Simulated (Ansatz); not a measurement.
Geometry relaxation of Si2H6 (part 1 of 2)

Si2H6, computed with RKS r2SCANh/def2-SVP (Ansatz 0.2.0).

It belongs to a series of runs on one base structure; here: end point B relaxed. Figures and captions count atoms from 1; the log counts them from 0 in places.

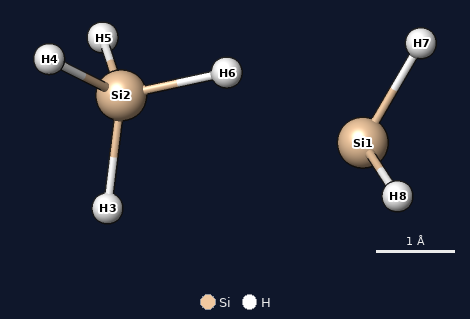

The input geometry (ball-and-stick view, seen at a tilt; atoms are numbered from 1 in the order of the input). Bond lengths as drawn: H–Si 1.48 to 1.53 Å.

## Input file
```yaml
crystal:
  periodic: [false, false, false]
  atoms:
    - { symbol: Si, position_ang: [-0.973346, 0.456818, -0.134214] }
    - { symbol: Si, position_ang: [1.490957, -0.098923, 2.173038] }
    - { symbol: H, position_ang: [0.436666, -0.901772, 2.842201] }
    - { symbol: H, position_ang: [2.834553, -0.590103, 2.587432] }
    - { symbol: H, position_ang: [1.340665, 1.340862, 2.506296] }
    - { symbol: H, position_ang: [1.430696, -0.273665, 0.708144] }
    - { symbol: H, position_ang: [-0.182004, 1.031264, -1.310475] }
    - { symbol: H, position_ang: [-0.855989, -0.964481, -0.678522] }
basis:
  gaussian: { orbitals: def2-SVP }
hamiltonian:
  xc: r2scanh
relax:
  f_tol: 0.03
  max_steps: 50
```

Machine: 1 thread of Arm Neoverse V1, 24 GiB of memory available, shared host.

Run as:
```bash
ansatz run input.yaml --threads 1 --pin off --max-ram 2048MiB --backend cpu --events-out ev --progress --plain --runs-dir out
```

## Log
```
The last accepted step is kept in [file] (removed where the run ends without a failure and the disk answers)
Engine: ansatz 0.2.0, aarch64-unknown-linux-gnu
Functional definition: r2SCANh
  parameter a = 0.1
  parameter k0 = 0.174
  parameter k1 = 0.065
  parameter a1 = 4.9479
  exchange = (1 - a)*r2scan_x(k0 = k0, k1 = k1, a1 = a1) + a*exact_x
  correlation = r2scan_c
681 factors; integrals over basis functions are off by at most 1.8e-4 eV
mean field evaluation 1: about -15842.9683 eV, gradient 9.5e0 eV
mean field evaluation 2: about -15843.2852 eV, gradient 4.5e0 eV
mean field evaluation 4: about -15843.3806 eV, gradient 2.1e-1 eV
mean field evaluation 8: about -15843.3782 eV, gradient 1.4e-3 eV
mean field -15843.37823041 eV, -582.2334109400 hartree, gradient 4.4e-5 eV, S^2 0.000000; 0 other end points of the search recorded, 0 dependent functions left out
the calculation of the forces begins
reference -15843.37823975 eV, -582.2334112835 hartree; 17, 17 occupied and 49, 49 virtual orbitals, 681 factors
relax step   1: F+E_penalty+E_count = -15843.37823041 eV  Δ(F+E_penalty+E_count) = +0.000e0 eV  max|allowed force component| = 6.051e-1 eV/Å  Δτ_max = 0.0000 Å  (20 SCF iters, accepted)
these checks for a lower state are left out or cut short: starts, cluster_reference, orbital_swaps, neighbouring_geometries, increment
681 factors; integrals over basis functions are off by at most 6.8e-4 eV
mean field evaluation 16: about -15843.5144 eV, gradient 2.0e-4 eV
mean field -15843.51438453 eV, -582.2384145119 hartree, gradient 6.3e-6 eV, S^2 0.000000; 0 other end points of the search recorded, 0 dependent functions left out
[... from here on the field's lines of each further geometry are left out, up to the last ...]
relax step   2: F+E_penalty+E_count = -15843.51438453 eV  Δ(F+E_penalty+E_count) = -1.362e-1 eV  max|allowed force component| = 3.897e-1 eV/Å  Δτ_max = 0.1916 Å  (24 SCF iters, accepted)
relax step   3: F+E_penalty+E_count = -15843.68737400 eV  Δ(F+E_penalty+E_count) = -1.730e-1 eV  max|allowed force component| = 4.806e-1 eV/Å  Δτ_max = 0.1925 Å  (24 SCF iters, accepted)
relax step   4: F+E_penalty+E_count = -15843.79161025 eV  Δ(F+E_penalty+E_count) = -1.042e-1 eV  max|allowed force component| = 5.241e-1 eV/Å  Δτ_max = 0.1929 Å  (24 SCF iters, accepted)
relax step   5: F+E_penalty+E_count = -15843.81557377 eV  Δ(F+E_penalty+E_count) = -2.396e-2 eV  max|allowed force component| = 1.186e0 eV/Å  Δτ_max = 0.1956 Å  (26 SCF iters, accepted)
relax step   6: F+E_penalty+E_count = -15843.92023220 eV  Δ(F+E_penalty+E_count) = -1.047e-1 eV  max|allowed force component| = 3.185e-1 eV/Å  Δτ_max = 0.1181 Å  (26 SCF iters, accepted)
relax step   7: F+E_penalty+E_count = -15843.96273395 eV  Δ(F+E_penalty+E_count) = -4.250e-2 eV  max|allowed force component| = 7.633e-1 eV/Å  Δτ_max = 0.1652 Å  (25 SCF iters, accepted)
relax step   8: F+E_penalty+E_count = -15844.17475176 eV  Δ(F+E_penalty+E_count) = -2.120e-1 eV  max|allowed force component| = 1.130e0 eV/Å  Δτ_max = 0.1953 Å  (25 SCF iters, accepted)
relax step   9: F+E_penalty+E_count = -15844.60429855 eV  Δ(F+E_penalty+E_count) = -4.295e-1 eV  max|allowed force component| = 1.355e0 eV/Å  Δτ_max = 0.1961 Å  (25 SCF iters, accepted)
relax step  10: F+E_penalty+E_count = -15845.07971019 eV  Δ(F+E_penalty+E_count) = -4.754e-1 eV  max|allowed force component| = 1.300e0 eV/Å  Δτ_max = 0.1951 Å  (24 SCF iters, accepted)
relax step  11: F+E_penalty+E_count = -15845.48264504 eV  Δ(F+E_penalty+E_count) = -4.029e-1 eV  max|allowed force component| = 7.354e-1 eV/Å  Δτ_max = 0.1952 Å  (23 SCF iters, accepted)
relax step  12: F+E_penalty+E_count = -15845.69895842 eV  Δ(F+E_penalty+E_count) = -2.163e-1 eV  max|allowed force component| = 4.455e-1 eV/Å  Δτ_max = 0.1994 Å  (20 SCF iters, accepted)
relax step  13: F+E_penalty+E_count = -15845.81708435 eV  Δ(F+E_penalty+E_count) = -1.181e-1 eV  max|allowed force component| = 1.565e-1 eV/Å  Δτ_max = 0.1998 Å  (20 SCF iters, accepted)
relax step  14: F+E_penalty+E_count = -15845.85280098 eV  Δ(F+E_penalty+E_count) = -3.572e-2 eV  max|allowed force component| = 2.265e-2 eV/Å  Δτ_max = 0.1792 Å  (20 SCF iters, accepted)
relax step  15: F+E_penalty+E_count = -15845.85631120 eV  Δ(F+E_penalty+E_count) = -3.510e-3 eV  max|allowed force component| = 8.082e-2 eV/Å  Δτ_max = 0.0724 Å  (20 SCF iters, accepted)
relax step  16: F+E_penalty+E_count = -15845.87007035 eV  Δ(F+E_penalty+E_count) = -1.376e-2 eV  max|allowed force component| = 6.689e-2 eV/Å  Δτ_max = 0.1463 Å  (22 SCF iters, accepted)
relax step  17: F+E_penalty+E_count = -15845.87441679 eV  Δ(F+E_penalty+E_count) = -4.346e-3 eV  max|allowed force component| = 8.353e-2 eV/Å  Δτ_max = 0.0725 Å  (20 SCF iters, accepted)
relax step  18: F+E_penalty+E_count = -15845.86842754 eV  Δ(F+E_penalty+E_count) = +5.989e-3 eV  max|allowed force component| = 3.507e-1 eV/Å  Δτ_max = 0.1926 Å  (21 SCF iters, rejected (line search))
relax step  19: F+E_penalty+E_count = -15845.87508288 eV  Δ(F+E_penalty+E_count) = -6.661e-4 eV  max|allowed force component| = 1.701e-1 eV/Å  Δτ_max = 0.0956 Å  (19 SCF iters, accepted)
relax step  20: F+E_penalty+E_count = -15845.88624040 eV  Δ(F+E_penalty+E_count) = -1.116e-2 eV  max|allowed force component| = 7.607e-3 eV/Å  Δτ_max = 0.0791 Å  (19 SCF iters, accepted)
relax step  21: F+E_penalty+E_count = -15845.88750636 eV  Δ(F+E_penalty+E_count) = -1.266e-3 eV  max|allowed force component| = 7.212e-2 eV/Å  Δτ_max = 0.0724 Å  (20 SCF iters, accepted)
relax step  22: F+E_penalty+E_count = -15845.88815970 eV  Δ(F+E_penalty+E_count) = -6.533e-4 eV  max|allowed force component| = 3.827e-2 eV/Å  Δτ_max = 0.0043 Å  (16 SCF iters, accepted)
the calculation of the forces begins
reference -15845.88857117 eV, -582.3256642616 hartree; 17, 17 occupied and 49, 49 virtual orbitals, 681 factors
relax step  23: F+E_penalty+E_count = -15845.88856208 eV  Δ(F+E_penalty+E_count) = -4.024e-4 eV  max|allowed force component| = 1.630e-3 eV/Å  Δτ_max = 0.0162 Å  (19 SCF iters, accepted)
```

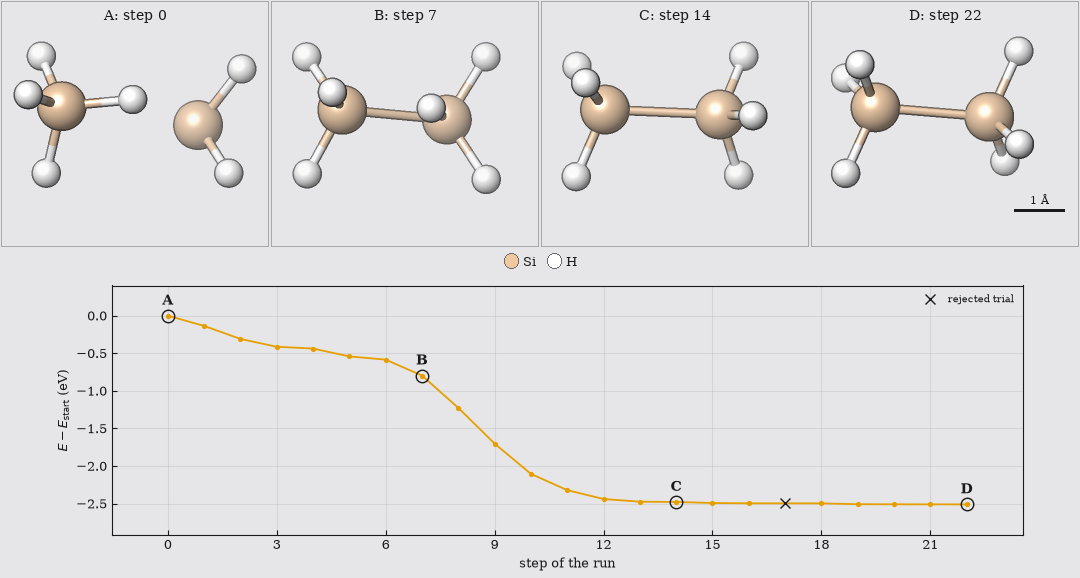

Frames of the relaxation (ball-and-stick view, seen at a tilt) above the curves, on which the letters mark them (the first geometry is step 0 here and step 1 in the log).

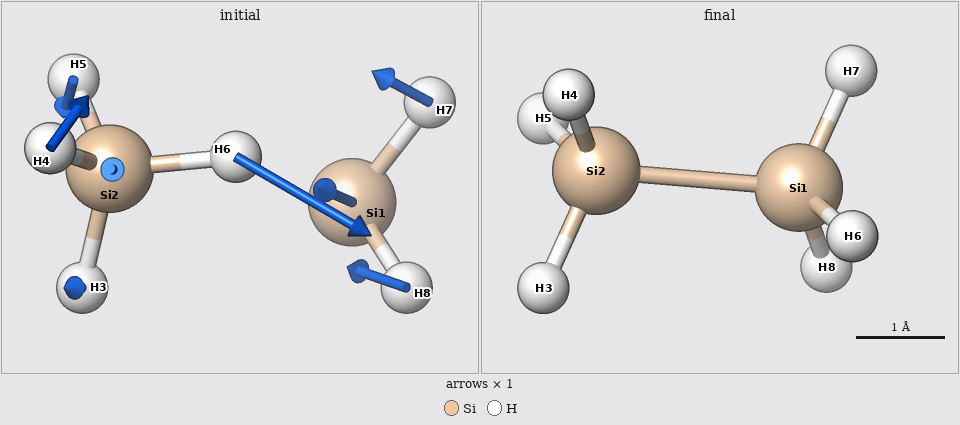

Before (left) and after (right) the relaxation, at one scale (ball-and-stick view, seen at a tilt). The blue arrows give the displacements, at true length. The largest move after the best rigid fit is that of H6, 1.84 Å. By element the largest moves are H 1.84 Å, Si 1.35 Å. Distances before and after: Si2–H6 1.477 → 3.184 Å, Si1–H6 2.650 → 1.493 Å, Si1–Si2 3.421 → 2.344 Å, Si1–H7 1.530 → 1.493 Å. New bonds form: Si1–H6 (2.65 → 1.49 Å), Si1–Si2 (3.42 → 2.34 Å). Bonds break: Si2–H6 (1.48 → 3.18 Å). Among the angles that change: H7–Si1–H8 92.0° → 108.7°. The energy falls by 2.510 eV in 22 geometry steps. The largest force component goes from 0.61 to 0.0016 eV/Å. The line search rejected the trial step at point 17 (counted from 0) and went back. (Atoms are counted from 1 in the order of the input.)

```
681 factors; integrals over basis functions are off by at most 7.9e-4 eV
mean field -15845.88856208 eV, -582.3256639276 hartree, gradient 1.5e-5 eV, S^2 0.000000; 1 other end points of the search recorded, 0 dependent functions left out
the calculation of the forces begins
reference -15845.88857117 eV, -582.3256642616 hartree; 17, 17 occupied and 49, 49 virtual orbitals, 681 factors
Total energy: -15845.88857117 eV, -582.3256642616 hartree
Atom 0 at     0.302274    -0.087561    -0.015769 Å, force    -0.000168    -0.000201    -0.000335 eV/Å
Atom 1 at     1.078127     0.087617     2.189286 Å, force     0.000094     0.000120     0.000443 eV/Å
Atom 2 at     0.710069    -1.133862     2.964102 Å, force     0.001322    -0.000423    -0.000568 eV/Å
Atom 3 at     2.563452     0.234062     2.203083 Å, force    -0.000416     0.001541    -0.000050 eV/Å
Atom 4 at     0.473250     1.278159     2.856065 Å, force    -0.001108    -0.001272     0.000140 eV/Å
Atom 5 at     0.941757    -1.251947    -0.696295 Å, force    -0.001323    -0.000647     0.000519 eV/Å
Atom 6 at     0.631187     1.152711    -0.778233 Å, force     0.001323    -0.000748    -0.000356 eV/Å
Atom 7 at    -1.177918    -0.279179    -0.028339 Å, force     0.000276     0.001630     0.000207 eV/Å
Dipole moment:    -0.000062     0.000025     0.000014 e Å
```

## Trajectory as extended XYZ (Å, eV, eV/Å), 23 frames, from step=1 to step=23
```
8
Properties=species:S:1:pos:R:3:forces:R:3 step=1 energy=-15843.37823
Si   -0.9733    0.4568   -0.1342    0.2772  -0.0650   0.1208
Si    1.4910   -0.0989    2.1730    0.0269   0.1115   0.5136
H     0.4367   -0.9018    2.8422   -0.0377  -0.0271  -0.0265
H     2.8346   -0.5901    2.5874    0.0278   0.0079   0.0030
H     1.3407    1.3409    2.5063    0.0195   0.0130   0.0168
H     1.4307   -0.2737    0.7081   -0.2972  -0.0001  -0.6051
H    -0.1820    1.0313   -1.3105    0.0066  -0.0201   0.0152
H    -0.8560   -0.9645   -0.6785   -0.0231  -0.0200  -0.0378
8
Properties=species:S:1:pos:R:3:forces:R:3 step=2 energy=-15843.51439
Si   -0.8249    0.4195   -0.0191    0.3350  -0.1518   0.0850
Si    1.4399   -0.0834    2.1240   -0.2092   0.1655   0.3897
H     0.4020   -0.8971    2.8075    0.0169  -0.0064  -0.0096
H     2.7951   -0.5852    2.4991   -0.0009  -0.0268  -0.1894
H     1.3235    1.3523    2.4891    0.0212  -0.0245  -0.0089
H     1.2705   -0.2284    0.6370   -0.2084   0.0347  -0.3640
H    -0.0928    1.0102   -1.2259    0.0552  -0.0075   0.0659
H    -0.7911   -0.9879   -0.6179   -0.0098   0.0168   0.0312
8
Properties=species:S:1:pos:R:3:forces:R:3 step=3 energy=-15843.68737
Si   -0.6789    0.3769    0.0990    0.2474  -0.1343   0.0167
Si    1.3605   -0.0585    2.0722   -0.3073   0.2020   0.4697
H     0.3550   -0.8921    2.7783    0.0680  -0.0064   0.0049
H     2.7351   -0.5879    2.3447   -0.0523  -0.0095  -0.2328
H     1.2886    1.3720    2.4635    0.0536  -0.0452   0.0047
H     1.1468   -0.1832    0.5744   -0.1372  -0.0230  -0.4806
H     0.0286    0.9902   -1.1101    0.0940  -0.0041   0.1245
H    -0.7135   -1.0175   -0.5281    0.0338   0.0204   0.0928
8
Properties=species:S:1:pos:R:3:forces:R:3 step=4 energy=-15843.79161
Si   -0.6301    0.3600    0.1770    0.5241  -0.1733  -0.1082
Si    1.2823   -0.0332    2.0275   -0.2793   0.1635   0.4010
H     0.3093   -0.8903    2.7489    0.1137  -0.0206   0.0923
H     2.6679   -0.5833    2.1863   -0.0646   0.0133  -0.1150
H     1.2487    1.3926    2.4353    0.0961  -0.0379   0.0758
H     1.1169   -0.1792    0.5072   -0.2298   0.0060  -0.4171
H     0.1647    0.9812   -0.9737   -0.1070  -0.0197   0.0673
H    -0.6375   -1.0478   -0.4146   -0.0531   0.0688   0.0041
8
Properties=species:S:1:pos:R:3:forces:R:3 step=5 energy=-15843.81557
Si   -0.4982    0.3159    0.2005   -0.8376   0.2005   0.4477
Si    1.1865    0.0050    2.0393   -0.2933   0.0558  -0.3994
H     0.3129   -0.8882    2.8302    0.0401  -0.0589   0.1605
H     2.5790   -0.5730    2.0124   -0.2207   0.0816  -0.1210
H     1.2555    1.4092    2.4982    0.0756   0.0517   0.1228
H     0.9968   -0.1611    0.3847    1.1857  -0.4393   0.3054
H     0.2589    0.9574   -0.8992    0.1707   0.3725  -0.4277
H    -0.5692   -1.0653   -0.3721   -0.1204  -0.2638  -0.0884
```
